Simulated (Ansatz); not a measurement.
```tsv
atom	x (Å)	y (Å)	z (Å)
Si	-1.1776	-0.1051	-0.4605
F	0.1494	-0.0615	-1.4642
H	-1.5282	-1.5434	-0.2633
H	-0.8782	0.7067	0.7561
N	-2.5799	0.6215	-1.1581
H	1.4878	-1.2184	-0.1938
O	1.4123	-1.1912	0.7778
C	2.0740	0.0041	1.1901
H	-2.6294	1.6374	-1.2227
H	-3.0785	0.1735	-1.9286
H	3.1616	-0.0213	0.9711
H	1.9482	0.0912	2.2803
H	1.6384	0.9064	0.7158
```

These are results of RKS PBE-D4/6-31G* (Ansatz 0.2.0), not measurements.

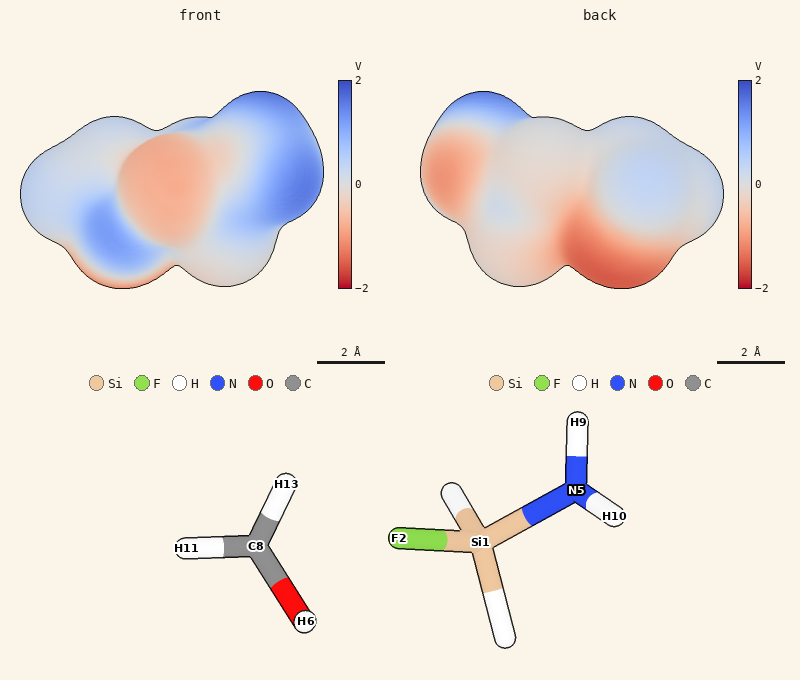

FH$_{4}$NSi···CH$_{4}$O. The molecular electrostatic potential painted on the density surface at 0.001 e/bohr³, seen from the front and from behind; the colour scale runs from red (negative) to blue (positive). The bare structure is drawn below in the same view.

> Describe the electrostatic potential map.

The most negative region (about −1.5 V) lies over O7, the most positive (about +1.5 V) over H9 and H10. O7 is the likeliest acceptor of a hydrogen bond.
